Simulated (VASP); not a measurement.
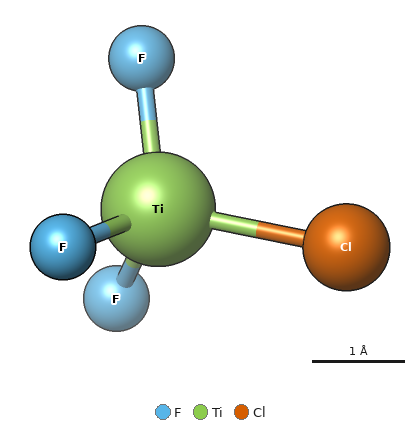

Fig. 1: The starting structure (ball-and-stick view of the molecule without its box, seen at a tilt). Bond lengths as drawn: Cl–Ti 2.18 Å and F–Ti 1.71 to 1.75 Å.

## Geometry relaxation of TiClF3 (part 1 of 3)

The run: geometry relaxation of TiClF3 (5 atoms in the cell). Method and program: Kohn-Sham DFT of a periodic cell, PBE, VASP PAW PBE potentials, recommended, no spin polarisation (VASP 6.6.1).

It belongs to a series of runs on one base structure; here: atoms moved at random by about 0.02 A.

### INCAR
```
  ALGO = Normal
  EDIFF = 1E-6
  EDIFFG = -0.01
  ENCUT = 520
  GGA = PE
  IBRION = 2
  ISIF = 2
  ISMEAR = 0
  LASPH = T
  LCHARG = F
  LREAL = F
  LWAVE = F
  NELM = 60
  NSW = 40
  PREC = Accurate
  SIGMA = 0.01
```

### KPOINTS
```
k-points
0
Gamma
  1 1 1
```

### POSCAR
```
TiClF3
1.0
   12.0000000000      0.0000000000      0.0000000000
    0.0000000000     13.0000000000      0.0000000000
    0.0000000000      0.0000000000     12.0000000000
F Ti Cl
3 1 1
Direct
    0.3955700000      0.4332920000      0.6175160000
    0.6057310000      0.4114140000      0.5147760000
    0.4094350000      0.3843940000      0.3882280000
    0.4683500000      0.4537320000      0.4974000000
    0.4706240000      0.6174950000      0.4575710000
```

Hardware: 1 thread of AMD EPYC (Zen 3), 64 GiB of memory available, shared host.

Command:
```bash
cat potpaw_PBE.64/F/POTCAR potpaw_PBE.64/Ti_sv/POTCAR potpaw_PBE.64/Cl/POTCAR > POTCAR
mpirun -np 1 vasp_gam > vasp.out
```

### OSZICAR
```
N       E                     dE             d eps       ncg     rms          rms(c)
DAV:   1     0.456550262686E+03    0.45655E+03   -0.13888E+04    64   0.108E+03
DAV:   2     0.146858693151E+03   -0.30969E+03   -0.30604E+03    80   0.236E+02
DAV:   3    -0.191948586685E+02   -0.16605E+03   -0.16588E+03    72   0.162E+02
DAV:   4    -0.352519518163E+02   -0.16057E+02   -0.16053E+02    48   0.621E+01
DAV:   5    -0.356714718588E+02   -0.41952E+00   -0.41942E+00    80   0.103E+01    0.242E+01
DAV:   6    -0.290383283799E+02    0.66331E+01   -0.43804E+01    72   0.860E+01    0.924E+00
DAV:   7    -0.293432775770E+02   -0.30495E+00   -0.80761E+00    64   0.266E+01    0.724E+00
DAV:   8    -0.293831371133E+02   -0.39860E-01   -0.17179E+00    56   0.143E+01    0.250E+00
DAV:   9    -0.293222311908E+02    0.60906E-01   -0.43266E-01    56   0.718E+00    0.712E-01
DAV:  10    -0.293264493739E+02   -0.42182E-02   -0.42680E-02    80   0.181E+00    0.608E-01
DAV:  11    -0.293254774006E+02    0.97197E-03   -0.13723E-02    80   0.150E+00    0.115E-01
DAV:  12    -0.293263422453E+02   -0.86484E-03   -0.11620E-03    80   0.384E-01    0.562E-02
DAV:  13    -0.293271853998E+02   -0.84315E-03   -0.47965E-04    72   0.207E-01    0.399E-02
DAV:  14    -0.293281272173E+02   -0.94182E-03   -0.19767E-04    72   0.171E-01    0.343E-02
DAV:  15    -0.293287282901E+02   -0.60107E-03   -0.18768E-04    80   0.131E-01    0.255E-02
DAV:  16    -0.293289123312E+02   -0.18404E-03   -0.17658E-05    72   0.442E-02    0.104E-02
DAV:  17    -0.293293995234E+02   -0.48719E-03   -0.52167E-05    72   0.406E-02    0.809E-03
DAV:  18    -0.293294986743E+02   -0.99151E-04   -0.69517E-06    64   0.276E-02    0.353E-03
DAV:  19    -0.293296330756E+02   -0.13440E-03   -0.72445E-06    56   0.182E-02    0.498E-03
DAV:  20    -0.293297240622E+02   -0.90987E-04   -0.52780E-06    56   0.975E-03    0.192E-03
DAV:  21    -0.293297531698E+02   -0.29108E-04   -0.10310E-06    48   0.813E-03    0.126E-03
DAV:  22    -0.293297748000E+02   -0.21630E-04   -0.84396E-07    48   0.626E-03    0.778E-04
DAV:  23    -0.293297775398E+02   -0.27399E-05   -0.16781E-07    48   0.269E-03    0.570E-04
DAV:  24    -0.293297808349E+02   -0.32951E-05   -0.86674E-08    48   0.271E-03    0.665E-04
DAV:  25    -0.293297832024E+02   -0.23675E-05   -0.78668E-08    48   0.228E-03    0.235E-04
DAV:  26    -0.293297834358E+02   -0.23343E-06    0.22120E-09    48   0.102E-03
   1 F= -.29329783E+02 E0= -.29329783E+02  d E =-.293298E+02
       N       E                     dE             d eps       ncg     rms          rms(c)
DAV:   1    -0.285882536063E+02    0.74153E+00   -0.11628E+02    56   0.126E+02    0.369E+00
DAV:   2    -0.292417644179E+02   -0.65351E+00   -0.73714E+00    48   0.208E+01    0.322E+00
DAV:   3    -0.292381622094E+02    0.36022E-02   -0.31098E-01    72   0.445E+00    0.213E+00
DAV:   4    -0.292267236226E+02    0.11439E-01   -0.60569E-02    64   0.241E+00    0.311E-01
DAV:   5    -0.292271012718E+02   -0.37765E-03   -0.13507E-02    64   0.944E-01    0.115E-01
DAV:   6    -0.292275933059E+02   -0.49203E-03   -0.10999E-03    64   0.339E-01    0.853E-02
DAV:   7    -0.292281717589E+02   -0.57845E-03   -0.24621E-04    72   0.174E-01    0.491E-02
DAV:   8    -0.292295162747E+02   -0.13445E-02   -0.54008E-04    64   0.166E-01    0.288E-02
DAV:   9    -0.292304807331E+02   -0.96446E-03   -0.25869E-04    72   0.116E-01    0.244E-02
DAV:  10    -0.292314424846E+02   -0.96175E-03   -0.24217E-04    64   0.879E-02    0.111E-02
DAV:  11    -0.292318037264E+02   -0.36124E-03   -0.68000E-05    64   0.415E-02    0.766E-03
DAV:  12    -0.292319220530E+02   -0.11833E-03   -0.61408E-06    64   0.187E-02    0.434E-03
DAV:  13    -0.292320611008E+02   -0.13905E-03   -0.13980E-05    56   0.151E-02    0.263E-03
DAV:  14    -0.292321008990E+02   -0.39798E-04   -0.12845E-06    48   0.761E-03    0.163E-03
DAV:  15    -0.292321516647E+02   -0.50766E-04   -0.15116E-06    48   0.550E-03    0.656E-04
DAV:  16    -0.292321710657E+02   -0.19401E-04   -0.76576E-07    48   0.381E-03    0.597E-04
DAV:  17    -0.292321803824E+02   -0.93167E-05   -0.22867E-07    48   0.275E-03    0.341E-04
DAV:  18    -0.292321880656E+02   -0.76832E-05   -0.34999E-07    48   0.241E-03    0.209E-04
DAV:  19    -0.292321888042E+02   -0.73857E-06   -0.37687E-08    48   0.141E-03
   2 F= -.29232189E+02 E0= -.29232189E+02  d E =0.975946E-01
       N       E                     dE             d eps       ncg     rms          rms(c)
DAV:   1    -0.292097173474E+02    0.22471E-01   -0.46260E+01    48   0.818E+01    0.198E+00
DAV:   2    -0.294003986075E+02   -0.19068E+00   -0.21988E+00    48   0.125E+01    0.199E+00
DAV:   3    -0.293998795520E+02    0.51906E-03   -0.86511E-02    80   0.244E+00    0.130E+00
DAV:   4    -0.293942206401E+02    0.56589E-02   -0.25051E-02    64   0.184E+00    0.617E-01
DAV:   5    -0.293912364942E+02    0.29841E-02   -0.11617E-02    80   0.123E+00    0.114E-01
DAV:   6    -0.293914460981E+02   -0.20960E-03   -0.99535E-04    56   0.303E-01    0.598E-02
DAV:   7    -0.293918458538E+02   -0.39976E-03   -0.18573E-04    64   0.139E-01    0.335E-02
DAV:   8    -0.293924418570E+02   -0.59600E-03   -0.85180E-05    64   0.772E-02    0.211E-02
DAV:   9    -0.293933738011E+02   -0.93194E-03   -0.15658E-04    80   0.112E-01    0.186E-02
DAV:  10    -0.293938101835E+02   -0.43638E-03   -0.43214E-05    64   0.454E-02    0.126E-02
DAV:  11    -0.293942274944E+02   -0.41731E-03   -0.56198E-05    64   0.482E-02    0.874E-03
DAV:  12    -0.293944434484E+02   -0.21595E-03   -0.17709E-05    64   0.322E-02    0.292E-03
DAV:  13    -0.293945739086E+02   -0.13046E-03   -0.84725E-06    56   0.149E-02    0.243E-03
DAV:  14    -0.293946564577E+02   -0.82549E-04   -0.46635E-06    56   0.121E-02    0.130E-03
DAV:  15    -0.293946831225E+02   -0.26665E-04   -0.55599E-07    48   0.552E-03    0.674E-04
DAV:  16    -0.293947041453E+02   -0.21023E-04   -0.58439E-07    48   0.347E-03    0.779E-04
DAV:  17    -0.293947156081E+02   -0.11463E-04   -0.45641E-07    48   0.359E-03    0.359E-04
DAV:  18    -0.293947186575E+02   -0.30494E-05   -0.10012E-07    48   0.193E-03    0.247E-04
DAV:  19    -0.293947204237E+02   -0.17662E-05   -0.63844E-08    48   0.151E-03    0.123E-04
DAV:  20    -0.293947211110E+02   -0.68736E-06   -0.79381E-09    48   0.942E-04
   3 F= -.29394721E+02 E0= -.29394721E+02  d E =-.649377E-01
       N       E                     dE             d eps       ncg     rms          rms(c)
DAV:   1    -0.293772702633E+02    0.17450E-01   -0.81787E+00    48   0.291E+01    0.940E-01
DAV:   2    -0.294006932728E+02   -0.23423E-01   -0.29516E-01    56   0.463E+00    0.938E-01
DAV:   3    -0.294007123577E+02   -0.19085E-04   -0.91701E-03    72   0.860E-01    0.659E-01
DAV:   4    -0.294002916060E+02    0.42075E-03   -0.30398E-03    64   0.549E-01    0.256E-01
DAV:   5    -0.294000167332E+02    0.27487E-03   -0.17832E-03    72   0.517E-01    0.440E-02
DAV:   6    -0.294000560803E+02   -0.39347E-04   -0.17048E-04    72   0.131E-01    0.271E-02
DAV:   7    -0.294001182294E+02   -0.62149E-04   -0.18084E-05    72   0.360E-02    0.198E-02
DAV:   8    -0.294002473465E+02   -0.12912E-03   -0.19473E-05    64   0.295E-02    0.593E-03
DAV:   9    -0.294003498276E+02   -0.10248E-03   -0.12537E-05    56   0.281E-02    0.605E-03
DAV:  10    -0.294003977463E+02   -0.47919E-04   -0.27776E-06    56   0.109E-02    0.384E-03
DAV:  11    -0.294004769925E+02   -0.79246E-04   -0.12355E-05    56   0.155E-02    0.269E-03
DAV:  12    -0.294004905018E+02   -0.13509E-04   -0.13992E-06    48   0.103E-02    0.118E-03
DAV:  13    -0.294004995214E+02   -0.90196E-05   -0.70775E-07    48   0.522E-03    0.111E-03
DAV:  14    -0.294005091318E+02   -0.96104E-05   -0.83838E-07    48   0.428E-03    0.536E-04
DAV:  15    -0.294005120482E+02   -0.29164E-05   -0.27471E-07    48   0.361E-03    0.389E-04
DAV:  16    -0.294005145277E+02   -0.24795E-05   -0.11492E-07    48   0.187E-03    0.348E-04
DAV:  17    -0.294005159118E+02   -0.13841E-05   -0.33540E-08    48   0.124E-03    0.109E-04
DAV:  18    -0.294005166847E+02   -0.77284E-06   -0.60332E-10    48   0.821E-04
   4 F= -.29400517E+02 E0= -.29400517E+02  d E =-.579557E-02
       N       E                     dE             d eps       ncg     rms          rms(c)
DAV:   1    -0.294007185720E+02   -0.20266E-03   -0.11963E+00    48   0.111E+01    0.349E-01
DAV:   2    -0.294039209930E+02   -0.32024E-02   -0.40855E-02    56   0.176E+00    0.361E-01
DAV:   3    -0.294038918333E+02    0.29160E-04   -0.13847E-03    72   0.344E-01    0.251E-01
DAV:   4    -0.294038062182E+02    0.85615E-04   -0.51263E-04    64   0.213E-01    0.110E-01
DAV:   5    -0.294037418945E+02    0.64324E-04   -0.24395E-04    64   0.194E-01    0.205E-02
DAV:   6    -0.294037483412E+02   -0.64467E-05   -0.26648E-05    64   0.504E-02    0.108E-02
DAV:   7    -0.294037604699E+02   -0.12129E-04   -0.44109E-06    56   0.246E-02    0.743E-03
DAV:   8    -0.294037858148E+02   -0.25345E-04   -0.27463E-06    48   0.126E-02    0.284E-03
DAV:   9    -0.294038073438E+02   -0.21529E-04   -0.22530E-06    56   0.140E-02    0.234E-03
DAV:  10    -0.294038253859E+02   -0.18042E-04   -0.46647E-07    48   0.503E-03    0.178E-03
DAV:  11    -0.294038491605E+02   -0.23775E-04   -0.18868E-06    56   0.620E-03    0.784E-04
DAV:  12    -0.294038595681E+02   -0.10408E-04   -0.35789E-07    48   0.371E-03    0.371E-04
DAV:  13    -0.294038661470E+02   -0.65789E-05   -0.27661E-07    48   0.251E-03    0.482E-04
DAV:  14    -0.294038696925E+02   -0.35455E-05   -0.11343E-07    48   0.208E-03    0.335E-04
DAV:  15    -0.294038719802E+02   -0.22877E-05   -0.78720E-08    48   0.152E-03    0.161E-04
DAV:  16    -0.294038733763E+02   -0.13961E-05   -0.22644E-08    48   0.114E-03    0.895E-05
DAV:  17    -0.294038739113E+02   -0.53498E-06    0.14355E-09    48   0.676E-04
   5 F= -.29403874E+02 E0= -.29403874E+02  d E =-.915280E-02
       N       E                     dE             d eps       ncg     rms          rms(c)
DAV:   1    -0.294001773224E+02    0.36961E-02   -0.48780E-01    56   0.113E+01    0.214E-01
DAV:   2    -0.294045386534E+02   -0.43613E-02   -0.54932E-02    48   0.164E+00    0.159E-01
DAV:   3    -0.294045103022E+02    0.28351E-04   -0.24809E-03    80   0.370E-01    0.959E-02
DAV:   4    -0.294043639956E+02    0.14631E-03   -0.47106E-04    64   0.167E-01    0.466E-02
DAV:   5    -0.294043114562E+02    0.52539E-04   -0.13425E-04    72   0.143E-01    0.294E-02
DAV:   6    -0.294043092289E+02    0.22274E-05   -0.13886E-05    64   0.357E-02    0.190E-02
DAV:   7    -0.294043434600E+02   -0.34231E-04   -0.79107E-06    64   0.228E-02    0.104E-02
DAV:   8    -0.294043828749E+02   -0.39415E-04   -0.45816E-06    56   0.149E-02    0.340E-03
DAV:   9    -0.294044174036E+02   -0.34529E-04   -0.31287E-06    56   0.139E-02    0.348E-03
DAV:  10    -0.294044702948E+02   -0.52891E-04   -0.39554E-06    48   0.977E-03    0.228E-03
DAV:  11    -0.294045005717E+02   -0.30277E-04   -0.21325E-06    48   0.599E-03    0.138E-03
DAV:  12    -0.294045137405E+02   -0.13169E-04   -0.43394E-07    40   0.353E-03    0.610E-04
DAV:  13    -0.294045273207E+02   -0.13580E-04   -0.74494E-07    48   0.322E-03    0.466E-04
DAV:  14    -0.294045324259E+02   -0.51052E-05   -0.24727E-07    40   0.267E-03    0.305E-04
DAV:  15    -0.294045352401E+02   -0.28141E-05   -0.12352E-07    48   0.201E-03    0.351E-04
DAV:  16    -0.294045363435E+02   -0.11034E-05   -0.21792E-08    48   0.138E-03    0.175E-04
DAV:  17    -0.294045369570E+02   -0.61347E-06   -0.40568E-09    48   0.100E-03
   6 F= -.29404537E+02 E0= -.29404537E+02  d E =-.663046E-03
       N       E                     dE             d eps       ncg     rms          rms(c)
DAV:   1    -0.294043063455E+02    0.23000E-03   -0.73262E-02    56   0.439E+00    0.825E-02
DAV:   2    -0.294049588699E+02   -0.65252E-03   -0.82157E-03    48   0.632E-01    0.602E-02
DAV:   3    -0.294049539390E+02    0.49309E-05   -0.39249E-04    72   0.140E-01    0.360E-02
DAV:   4    -0.294049307306E+02    0.23208E-04   -0.66895E-05    64   0.619E-02    0.166E-02
DAV:   5    -0.294049223167E+02    0.84139E-05   -0.18510E-05    64   0.532E-02    0.116E-02
DAV:   6    -0.294049215528E+02    0.76386E-06   -0.18735E-06    48   0.144E-02
   7 F= -.29404922E+02 E0= -.29404922E+02  d E =-.104764E-02
       N       E                     dE             d eps       ncg     rms          rms(c)
DAV:   1    -0.294049451701E+02   -0.22853E-04   -0.28949E-02    48   0.193E+00    0.357E-02
DAV:   2    -0.294050600557E+02   -0.11489E-03   -0.12461E-03    48   0.291E-01    0.190E-02
DAV:   3    -0.294050636668E+02   -0.36111E-05   -0.37031E-05    72   0.548E-02    0.142E-02
DAV:   4    -0.294050682116E+02   -0.45448E-05   -0.47935E-06    56   0.219E-02    0.707E-03
DAV:   5    -0.294050742619E+02   -0.60503E-05   -0.25536E-06    56   0.187E-02    0.195E-03
DAV:   6    -0.294050775199E+02   -0.32580E-05   -0.51806E-07    40   0.715E-03    0.134E-03
DAV:   7    -0.294050801685E+02   -0.26486E-05   -0.12029E-07    48   0.302E-03    0.783E-04
DAV:   8    -0.294050854872E+02   -0.53187E-05   -0.20252E-07    40   0.265E-03    0.422E-04
DAV:   9    -0.294050888348E+02   -0.33476E-05   -0.11845E-07    48   0.206E-03    0.484E-04
DAV:  10    -0.294050922072E+02   -0.33724E-05   -0.14931E-07    40   0.182E-03    0.369E-04
DAV:  11    -0.294050940538E+02   -0.18466E-05   -0.74445E-08    48   0.154E-03    0.122E-04
DAV:  12    -0.294050950368E+02   -0.98303E-06   -0.38412E-08    40   0.110E-03
   8 F= -.29405095E+02 E0= -.29405095E+02  d E =-.173484E-03
       N       E                     dE             d eps       ncg     rms          rms(c)
DAV:   1    -0.294042818141E+02    0.81224E-03   -0.26028E-01    48   0.577E+00    0.102E-01
DAV:   2    -0.294052698482E+02   -0.98803E-03   -0.11200E-02    48   0.883E-01    0.572E-02
DAV:   3    -0.294052687055E+02    0.11427E-05   -0.33374E-04    72   0.163E-01    0.427E-02
DAV:   4    -0.294052582689E+02    0.10437E-04   -0.40025E-05    64   0.639E-02    0.222E-02
DAV:   5    -0.294052519535E+02    0.63154E-05   -0.25319E-05    72   0.572E-02    0.576E-03
DAV:   6    -0.294052531953E+02   -0.12417E-05   -0.41542E-06    56   0.196E-02    0.382E-03
DAV:   7    -0.294052551041E+02   -0.19089E-05   -0.33972E-07    48   0.506E-03    0.227E-03
DAV:   8    -0.294052590444E+02   -0.39403E-05   -0.34121E-07    40   0.468E-03    0.692E-04
DAV:   9    -0.294052624227E+02   -0.33783E-05   -0.18750E-07    48   0.339E-03    0.741E-04
DAV:  10    -0.294052656133E+02   -0.31906E-05   -0.10122E-07    40   0.193E-03    0.543E-04
DAV:  11    -0.294052706392E+02   -0.50259E-05   -0.34020E-07    48   0.241E-03    0.245E-04
DAV:  12    -0.294052719654E+02   -0.13262E-05   -0.54806E-08    48   0.155E-03    0.257E-04
DAV:  13    -0.294052734889E+02   -0.15234E-05   -0.56495E-08    48   0.117E-03    0.129E-04
DAV:  14    -0.294052744579E+02   -0.96904E-06   -0.36100E-08    48   0.115E-03
   9 F= -.29405274E+02 E0= -.29405274E+02  d E =-.352905E-03
       N       E                     dE             d eps       ncg     rms          rms(c)
DAV:   1    -0.294053125921E+02   -0.39103E-04   -0.49455E-03    48   0.705E-01    0.124E-02
DAV:   2    -0.294053253595E+02   -0.12767E-04   -0.14641E-04    48   0.104E-01    0.708E-03
DAV:   3    -0.294053253058E+02    0.53728E-07   -0.30057E-06    56   0.153E-02
  10 F= -.29405325E+02 E0= -.29405325E+02  d E =-.508479E-04
       N       E                     dE             d eps       ncg     rms          rms(c)
DAV:   1    -0.294053264573E+02   -0.10978E-05   -0.44370E-02    48   0.211E+00    0.372E-02
DAV:   2    -0.294054418546E+02   -0.11540E-03   -0.13086E-03    48   0.310E-01    0.221E-02
DAV:   3    -0.294054402087E+02    0.16459E-05   -0.28879E-05    72   0.453E-02    0.147E-02
DAV:   4    -0.294054383492E+02    0.18594E-05   -0.58448E-06    40   0.230E-02    0.771E-03
DAV:   5    -0.294054376353E+02    0.71397E-06   -0.32062E-06    56   0.182E-02
  11 F= -.29405438E+02 E0= -.29405438E+02  d E =-.163177E-03
       N       E                     dE             d eps       ncg     rms          rms(c)
DAV:   1    -0.294050397663E+02    0.39858E-03   -0.17817E-01    48   0.423E+00    0.760E-02
DAV:   2    -0.294055138065E+02   -0.47404E-03   -0.52949E-03    48   0.622E-01    0.422E-02
DAV:   3    -0.294055077260E+02    0.60804E-05   -0.11646E-04    64   0.937E-02    0.277E-02
DAV:   4    -0.294055002128E+02    0.75132E-05   -0.21575E-05    72   0.452E-02    0.166E-02
DAV:   5    -0.294054974754E+02    0.27374E-05   -0.14335E-05    72   0.377E-02    0.422E-03
DAV:   6    -0.294054985709E+02   -0.10955E-05   -0.21697E-06    56   0.144E-02    0.324E-03
DAV:   7    -0.294055004571E+02   -0.18861E-05   -0.24988E-07    48   0.486E-03    0.190E-03
DAV:   8    -0.294055044095E+02   -0.39525E-05   -0.26893E-07    48   0.387E-03    0.637E-04
DAV:   9    -0.294055084347E+02   -0.40252E-05   -0.19714E-07    48   0.320E-03    0.695E-04
DAV:  10    -0.294055107925E+02   -0.23577E-05   -0.48680E-08    48   0.175E-03    0.536E-04
DAV:  11    -0.294055155480E+02   -0.47555E-05   -0.28487E-07    48   0.271E-03    0.409E-04
DAV:  12    -0.294055167536E+02   -0.12056E-05   -0.48154E-08    48   0.176E-03    0.290E-04
DAV:  13    -0.294055174832E+02   -0.72954E-06   -0.22242E-08    48   0.128E-03
  12 F= -.29405517E+02 E0= -.29405517E+02  d E =-.243025E-03
       N       E                     dE             d eps       ncg     rms          rms(c)
DAV:   1    -0.294055100823E+02    0.66714E-05   -0.40639E-03    48   0.640E-01    0.113E-02
DAV:   2    -0.294055208068E+02   -0.10725E-04   -0.12100E-04    64   0.939E-02    0.604E-03
```
